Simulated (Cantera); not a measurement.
Input: 1 mol CaCO3, 0.05 mol CO2, 3.7 mol H2, 1.1 mol H2O, held at 0.100 bar.

Equilibrium computed with Cantera from the NASA thermochemical tables; the gas is ideal and each condensed phase is pure. Candidate condensed phases: C, C6H6, C7H8, C8H18, Ca, CaCO3, CaO, Ca(OH)2, H2O; 115 gas species. Rates play no part.

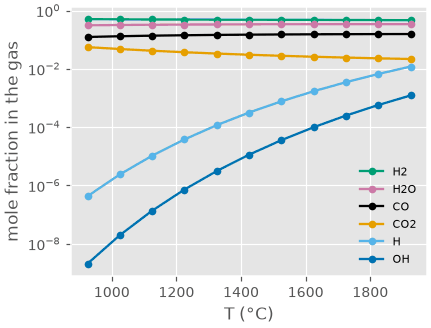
Figure: Equilibrium gas composition (values under 1e-9 drawn at 1e-9)

Problem. Read off the mole fractions at 1125 °C.

Solution. H2 about 0.49, H2O about 0.33, CO about 0.14, CO2 about 0.042, H about 1.1e-5, OH about 1.4e-7.
